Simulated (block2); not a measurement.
**PH (SMILES [PH]) at DMRG/cc-pVDZ**

What is the vertical ionisation energy of PH at DMRG/cc-pVDZ? 

Program for the calculation: block2 0.5.4.

4 further runs of the same task are left out: 3 that didn't finish, 1 set aside as unsound or not needed.

### 1 The structure to begin with

PH has 2 atoms, charge 0, and is taken as a triplet. SMILES: `[PH]`. Geometry: relaxed at PBE0-D4/def2-TZVP.

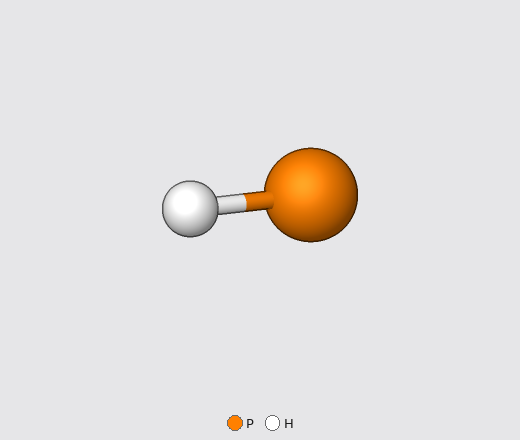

Viewed from a chosen angle; phosphorus orange, hydrogen white.

### 2 A single-point energy at DMRG/cc-pVDZ

Contents of prepare.py:

```python
from pyscf import ao2mo, cc, dft, gto, mcscf, mp, scf
from pyscf.tools import fcidump

geom = """
P
H 1 1.42829
"""
mol = gto.M(
    atom=geom,
    basis="cc-pvdz",
    charge=0,
    spin=2,
    verbose=3,
)
print("nao = %d" % (mol.nao))
mf = scf.ROHF(mol)
mf.conv_tol = 1e-10
mf.max_cycle = 200
mf.kernel()
if not mf.converged:
    mf = mf.newton().run(mf.mo_coeff, mf.mo_occ)
print("E(HF) = %.10f" % (mf.e_tot))
# MP2, CCSD and CCSD(T) with the same frozen core
ref = scf.UHF(mol).run(mf.make_rdm1(), conv_tol=1e-10)
pt = mp.MP2(ref, frozen=5).run()
mycc = cc.CCSD(ref, frozen=5)
mycc.max_cycle = 150
mycc.kernel()
print(f"MP2 total energy = {pt.e_tot:.10f}")
if mycc.converged:
    print(f"CCSD total energy = {mycc.e_tot:.10f}")
    print(f"E(CCSD(T)) = {mycc.e_tot + mycc.ccsd_t():.10f}")
# a few density functionals on the same geometry and basis
ks = dft.UKS(mol, xc="pbe").set(conv_tol=1e-9, verbose=3).run(mf.make_rdm1())
if ks.converged:
    print("E(PBE) = %.8f" % (ks.e_tot))
ks = dft.UKS(mol, xc="b3lyp").set(conv_tol=1e-9, verbose=3).run(mf.make_rdm1())
if ks.converged:
    print(f"E(B3LYP) = {ks.e_tot:.8f}")
ks = dft.UKS(mol, xc="tpss").set(conv_tol=1e-9, verbose=3).run(mf.make_rdm1())
if ks.converged:
    print(f"E(TPSS) = {ks.e_tot:.8f}")
ks = dft.UKS(mol, xc="pbe0").set(conv_tol=1e-9, verbose=3).run(mf.make_rdm1())
if ks.converged:
    print("E(PBE0) = %.8f" % (ks.e_tot))
ks = dft.UKS(mol, xc="revpbe").set(conv_tol=1e-9, verbose=3).run(mf.make_rdm1())
if ks.converged:
    print("E(revPBE) = %.8f" % (ks.e_tot))
# rotate to MP2 natural orbitals
occ_no, mo = mcscf.addons.make_natural_orbitals(mp.MP2(mf.to_uhf(), frozen=5).run())
mf.mo_coeff = mo
# write the integrals of the correlated orbitals
cas = mcscf.CASCI(mf, 18, 6)
h1, ecore = cas.get_h1eff()
fcidump.from_integrals("FCIDUMP", h1, cas.get_h2eff(), 18, 6, nuc=ecore, ms=2)
# FCI check
ci = mcscf.CASCI(mf, 18, (4, 2))
ci.fix_spin_(ss=2)
ci.fcisolver.conv_tol = 1e-10
ci.fcisolver.max_cycle = 200
ci.kernel()
print("E(FCI) = %.10f" % (ci.e_tot))
```

Contents of dmrg.conf:

```
sym c1
orbitals FCIDUMP
nelec 6
spin 2
irrep 1
occ 2 2 1 1 0 0 0 0 0 0 0 0 0 0 0 0 0 0
cbias 0.1
schedule
0 200 1E-07 1E-04
3 300 1E-07 1E-04
5 400 1E-07 1E-05
9 400 1E-08 0.0
end
maxiter 15
sweep_tol 1E-06
fiedler
mem 1g
num_thrds 1
prefix ./tmp
outputlevel 2
onepdm
```

Launch:

```
$ python prepare.py && block2main dmrg.conf
```

Log:

```text
$ python prepare.py
[... 135 lines left out ...]
 <-- Site =    5-   6 .. Mmps =  200 Ndav =   3 E =   -341.3933899681 Error = 2.88e-07 FLOPS = 3.99e+09 Tdav = 0.24 T = 0.46
[... 66 lines left out ...]
 --> Site =    0-   1 .. Mmps =    3 Ndav =   1 E =   -341.3934695492 Error = 0.00e+00 FLOPS = 1.02e+09 Tdav = 0.00 T = 0.00
[... 57 lines left out ...]
 --> Site =    6-   7 .. Mmps =  400 Ndav =   2 E =   -341.3934723369 Error = 1.06e-10 FLOPS = 4.61e+09 Tdav = 2.63 T = 3.70
[... 57 lines left out ...]
 --> Site =   12-  13 .. Mmps =  400 Ndav =   1 E =   -341.3934723657 Error = 1.23e-09 FLOPS = 4.01e+09 Tdav = 0.29 T = 1.14
[... 95 lines left out ...]
 --> Site =   11-  12 .. Nterms =           13 Error =  0.000000000000/ 0.000000000000 FLOPS = 4.54e+09 Tmult = 0.02 T = 0.09
 --> Site =   12-  13 .. Nterms =           11 Error =  0.000000000000/ 0.000000000000 FLOPS = 4.22e+09 Tmult = 0.01 T = 0.07
 --> Site =   13-  14 .. Nterms =            9 Error =  0.000000000000/ 0.000000000000 FLOPS = 3.61e+09 Tmult = 0.00 T = 0.05
 --> Site =   14-  15 .. Nterms =            7 Error =  0.000000000000/ 0.000000000000 FLOPS = 2.46e+09 Tmult = 0.00 T = 0.04
 --> Site =   15-  16 .. Nterms =            5 Error =  0.000000000000/ 0.000000000000 FLOPS = 1.20e+09 Tmult = 0.00 T = 0.02
 --> Site =   16-  17 .. Nterms =            4 Error =  0.000000000000/ 0.000000000000 FLOPS = 3.58e+08 Tmult = 0.00 T = 0.01
[... 7 lines left out ...]
NPDM Sorting | Nsites =    18 | Nmaxops =  2 | DotSite = 2 | SymbolFree = T | Compressed = T | LowMem = F | Mem = 2.53 KB
 Site =     0 ..  T = 0.000
 Site =     1 ..  T = 0.000
 Site =     2 ..  T = 0.000
 Site =     3 ..  T = 0.000
 Site =     4 ..  T = 0.000
 Site =     5 ..  T = 0.000
 Site =     6 ..  T = 0.000
 Site =     7 ..  T = 0.000
 Site =     8 ..  T = 0.000
 Site =     9 ..  T = 0.000
 Site =    10 ..  T = 0.000
 Site =    11 ..  T = 0.000
 Site =    12 ..  T = 0.000
 Site =    13 ..  T = 0.000
 Site =    14 ..  T = 0.000
 Site =    15 ..  T = 0.000
 Site =    16 ..  T = 0.000
Ttotal =      0.001

DMRG OCC =   1.957 1.939 0.992 0.992 0.040 0.012 0.012 0.011 0.011 0.010 0.007 0.005 0.005 0.004 0.001 0.001 0.001 0.000
```

Wall time 5.8 min (1 thread of Arm Neoverse V2, shared host); peak memory 0.71 GiB.

### 3 The doublet cation: the energy at DMRG/cc-pVDZ

Contents of prepare.py:

```python
from pyscf import ao2mo, cc, dft, gto, mcscf, mp, scf
from pyscf.tools import fcidump

mol = gto.M(atom="""
P      0.000000     0.000000    -0.014610
H      0.000000     0.000000     1.413680
""", basis="cc-pvdz", charge=1, spin=1, verbose=4)
print("basis functions = %d" % (mol.nao))
mf = scf.ROHF(mol)
mf.conv_tol = 1e-10
mf.max_cycle = 200
mf.kernel()
if not mf.converged:
    mf = mf.newton().run(mf.mo_coeff, mf.mo_occ)
print(f"E(HF) = {mf.e_tot:.10f}")
ref = scf.UHF(mol).run(mf.make_rdm1(), conv_tol=1e-10)
pt = mp.MP2(ref, frozen=5).run()
mycc = cc.CCSD(ref, frozen=5)
mycc.max_cycle = 150
mycc.kernel()
print(f"MP2 total energy = {pt.e_tot:.10f}")
if mycc.converged:
    print("CCSD total energy = %.10f" % (mycc.e_tot))
    print("CCSD(T) total energy = %.10f" % (mycc.e_tot + mycc.ccsd_t()))
ks = dft.UKS(mol, xc="pbe").set(conv_tol=1e-9, verbose=3).run(mf.make_rdm1())
if ks.converged:
    print(f"E(PBE) = {ks.e_tot:.8f}")
ks = dft.UKS(mol, xc="b3lyp").set(conv_tol=1e-9, verbose=3).run(mf.make_rdm1())
if ks.converged:
    print(f"E(B3LYP) = {ks.e_tot:.8f}")
ks = dft.UKS(mol, xc="tpss").set(conv_tol=1e-9, verbose=3).run(mf.make_rdm1())
if ks.converged:
    print(f"E(TPSS) = {ks.e_tot:.8f}")
ks = dft.UKS(mol, xc="pbe0").set(conv_tol=1e-9, verbose=3).run(mf.make_rdm1())
if ks.converged:
    print("E(PBE0) = %.8f" % (ks.e_tot))
ks = dft.UKS(mol, xc="revpbe").set(conv_tol=1e-9, verbose=3).run(mf.make_rdm1())
if ks.converged:
    print(f"E(revPBE) = {ks.e_tot:.8f}")
occ_no, mo = mcscf.addons.make_natural_orbitals(mp.MP2(mf.to_uhf(), frozen=5).run())
mf.mo_coeff = mo
cas = mcscf.CASCI(mf, 18, 5)
h1, ecore = cas.get_h1eff()
fcidump.from_integrals("FCIDUMP", h1, cas.get_h2eff(), 18, 5, nuc=ecore, ms=1)
ci = mcscf.CASCI(mf, 18, (3, 2))
ci.fix_spin_(ss=0.75)
ci.fcisolver.conv_tol = 1e-10
ci.fcisolver.max_cycle = 200
ci.kernel()
print("exact diagonalisation = %.10f" % (ci.e_tot))
```

Contents of dmrg.conf:

```
sym c1
orbitals FCIDUMP
nelec 5
spin 1
irrep 1
occ 2 2 1 0 0 0 0 0 0 0 0 0 0 0 0 0 0 0
cbias 0.3
schedule
0 50 1E-07 1E-04
2 100 1E-07 1E-04
6 200 1E-07 1E-05
9 200 1E-08 0.0
end
maxiter 15
sweep_tol 1E-06
fiedler
mem 2g
num_thrds 1
prefix ./tmp
outputlevel 2
onepdm
```

Launch:

```
$ python prepare.py && block2main dmrg.conf
```

Log:

```text
$ python prepare.py

[INPUT] verbose = 4
[INPUT] num. atoms = 2
[INPUT] num. electrons = 15
[INPUT] charge = 1
[INPUT] spin (= nelec alpha-beta = 2S) = 1
[INPUT] symmetry False subgroup None
[INPUT] Mole.unit = angstrom
[INPUT] Symbol           X                Y                Z      unit          X                Y                Z       unit  Magmom
[INPUT]  1 P      0.000000000000   0.000000000000  -0.014610000000 AA    0.000000000000   0.000000000000  -0.027608898680 Bohr   0.0
[INPUT]  2 H      0.000000000000   0.000000000000   1.413680000000 AA    0.000000000000   0.000000000000   2.671468027775 Bohr   0.0

nuclear repulsion = 5.55745553340008
number of shells = 8
number of NR pGTOs = 48
number of NR cGTOs = 23
basis = cc-pvdz
ecp = {}
CPU time:         0.45
basis functions = 23

[... 135 lines left out ...]
UCCSD converged
[... 205 lines left out ...]
 <-- Site =    5-   6 .. Mmps =   50 Ndav =   6 E =   -341.0112972513 Error = 4.94e-07 FLOPS = 2.10e+09 Tdav = 0.03 T = 0.05
[... 66 lines left out ...]
 --> Site =    0-   1 .. Mmps =    3 Ndav =   1 E =   -341.0295916401 Error = 0.00e+00 FLOPS = 8.36e+08 Tdav = 0.00 T = 0.00
[... 57 lines left out ...]
 --> Site =    6-   7 .. Mmps =  200 Ndav =   3 E =   -341.0295977528 Error = 1.96e-10 FLOPS = 4.21e+09 Tdav = 0.22 T = 0.39
[... 57 lines left out ...]
 --> Site =   12-  13 .. Mmps =  200 Ndav =   1 E =   -341.0296275956 Error = 1.58e-09 FLOPS = 3.67e+09 Tdav = 0.05 T = 0.21
[... 95 lines left out ...]
 --> Site =   11-  12 .. Nterms =           13 Error =  0.000000000000/ 0.000000000000 FLOPS = 3.87e+09 Tmult = 0.00 T = 0.02
 --> Site =   12-  13 .. Nterms =           11 Error =  0.000000000000/ 0.000000000000 FLOPS = 3.48e+09 Tmult = 0.00 T = 0.02
 --> Site =   13-  14 .. Nterms =            9 Error =  0.000000000000/ 0.000000000000 FLOPS = 2.50e+09 Tmult = 0.00 T = 0.02
 --> Site =   14-  15 .. Nterms =            7 Error =  0.000000000000/ 0.000000000000 FLOPS = 1.52e+09 Tmult = 0.00 T = 0.01
 --> Site =   15-  16 .. Nterms =            5 Error =  0.000000000000/ 0.000000000000 FLOPS = 9.94e+08 Tmult = 0.00 T = 0.01
 --> Site =   16-  17 .. Nterms =            4 Error =  0.000000000000/ 0.000000000000 FLOPS = 2.80e+08 Tmult = 0.00 T = 0.00
[... 7 lines left out ...]
NPDM Sorting | Nsites =    18 | Nmaxops =  2 | DotSite = 2 | SymbolFree = T | Compressed = T | LowMem = F | Mem = 2.53 KB
 Site =     0 ..  T = 0.000
 Site =     1 ..  T = 0.000
 Site =     2 ..  T = 0.000
 Site =     3 ..  T = 0.000
 Site =     4 ..  T = 0.000
 Site =     5 ..  T = 0.000
 Site =     6 ..  T = 0.000
 Site =     7 ..  T = 0.000
 Site =     8 ..  T = 0.000
 Site =     9 ..  T = 0.000
 Site =    10 ..  T = 0.000
 Site =    11 ..  T = 0.000
 Site =    12 ..  T = 0.000
 Site =    13 ..  T = 0.000
 Site =    14 ..  T = 0.000
 Site =    15 ..  T = 0.000
 Site =    16 ..  T = 0.000
Ttotal =      0.001

DMRG OCC =   1.955 1.913 0.076 0.843 0.033 0.012 0.080 0.006 0.008 0.005 0.009 0.002 0.004 0.001 0.002 0.001 0.000 0.051
```

Wall time 51 s (1 thread of Arm Neoverse V2, shared host); peak memory 0.33 GiB.

### 4 Summary of results

Level: DMRG/cc-pVDZ, 5 core orbitals frozen.

| quantity | value |
| --- | --- |
| run 1, DMRG/cc-pVDZ: total energy | -341.39347 Eh |
| doublet cation: total energy | -341.02963 Eh |
| vertical ionisation energy (to the doublet cation) | 9.901 eV |

In words: The vertical ionisation energy comes to 9.90 eV (228 kcal/mol).
